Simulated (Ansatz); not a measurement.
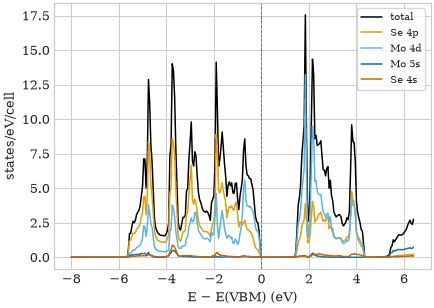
*Total and projected density of states of MoSe$_{2}$ in space group P6_3/mmc (No. 194; Mo on 2c, Se on 4f), PBE (plane waves, PAW; program Ansatz)*

Which orbitals carry the states next to the gap?

Top 1 eV of the valence band: Mo 4d 60 %, Se 4p 37 %. Bottom 1 eV of the conduction band: Mo 4d 65 %, Se 4p 30 %. Projections are on Löwdin-orthogonalised atomic valence shells; empty p or d shells of many metals are not among them.

Where is the tallest occupied peak in this window, and what makes it?

Near -1.9 eV, about 14 states/eV per cell; the largest projected share is Se 4p.

The cell was relaxed with PBE under the symmetry of its start. The run is not spin-polarised. The volume lies over 15 % above that of the usual cell of this phase: another minimum, or an error of the functional. A crystal of weakly bound layers computed without a dispersion correction: the cell and the soft elastic constants depend strongly on that. Spin–orbit coupling is left out wherever it is not named.

Potentials: the later of the program's two PAW sets.
